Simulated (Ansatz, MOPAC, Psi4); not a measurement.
CH5N (SMILES CN) and H2Se (SMILES [SeH2]) are pulled apart as rigid monomers along the line of their centres of mass, from the B3LYP-D3(BJ)/def2-TZVP minimum. Starting geometry (charge 0, multiplicity 1):
```xyz
10

C      0.42267    -0.08409    -0.17174
N     -0.56393     0.64092     0.62845
H      0.01574    -1.05905    -0.44484
H      1.31075    -0.26231     0.43577
H      0.73303     0.42347    -1.09425
H     -1.41733     0.79590     0.10580
H     -0.21136     1.55010     0.90148
Se    -0.34621    -0.61315     3.48882
H     -0.80197    -1.63994     2.54737
H     -0.22035    -1.60486     4.57807
```

Interaction energies with rigid monomers; basis-set methods are counterpoise corrected unless marked otherwise.

Frozen-core correlation. Filled d and f shells under p-block atoms count as core. The state that PM3 reach isn't checked.

Programs: Ansatz (Gaussian basis) for Hartree–Fock, density functionals and correlated methods; MOPAC for PM3 (differences of heats of formation); Psi4 for SAPT. Each number belongs to the level named beside it.

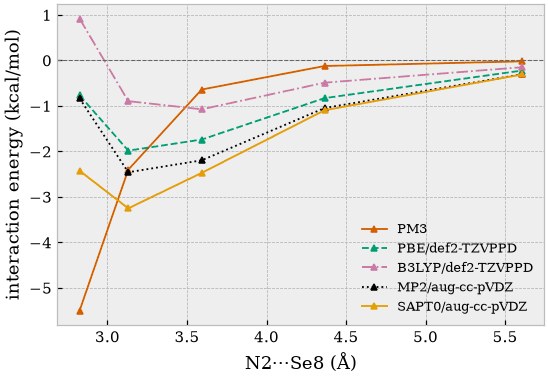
Figure. Interaction energy against separation

### Question
Which level binds most strongly at N2···Se8 = 3.13, and by how much?

### Answer
SAPT0/aug-cc-pVDZ, -3.3 kcal/mol.

Ansatz is a first-principles code.
